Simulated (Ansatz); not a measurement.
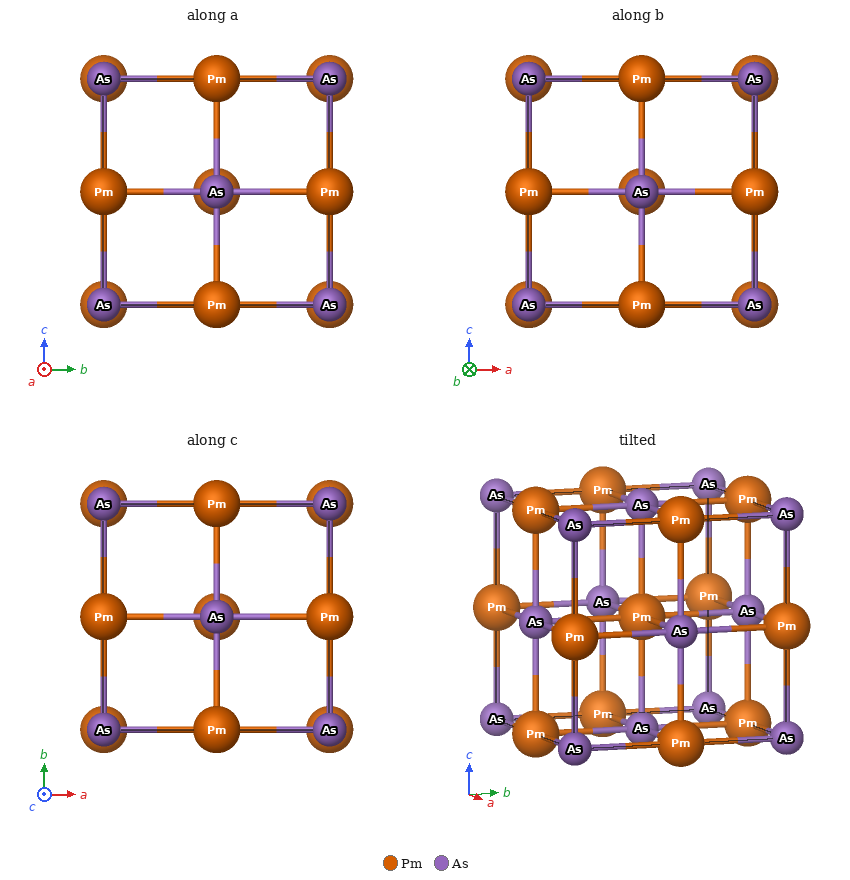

A ball-and-stick picture of a crystal structure, seen along the a axis, along the b axis, along the c axis and slightly off an axis. The wireframe shows the conventional unit cell.

Lattice parameters: a = 6.000 Å, b = 6.000 Å, c = 6.000 Å, α = 90.00°, β = 90.00°, γ = 90.00°.

### Put the structure into a table of Wyckoff sites.

Space group Fm-3m (No. 225).
| atom | site | x | y | z |
| --- | --- | --- | --- | --- |
| Pm | 4b | 0.5000 | 0.0000 | 0.0000 |
| As | 4a | 0.0000 | 0.0000 | 0.0000 |

Origin of the cell: a structure type filled with these elements by a generator (whether the compound takes this form wasn't checked). Earlier steps of the study, as a rule a relaxation of our own, may have changed the cell and positions, so they can lie some per cent off the listed ones. It was the input of a calculation with Ansatz.
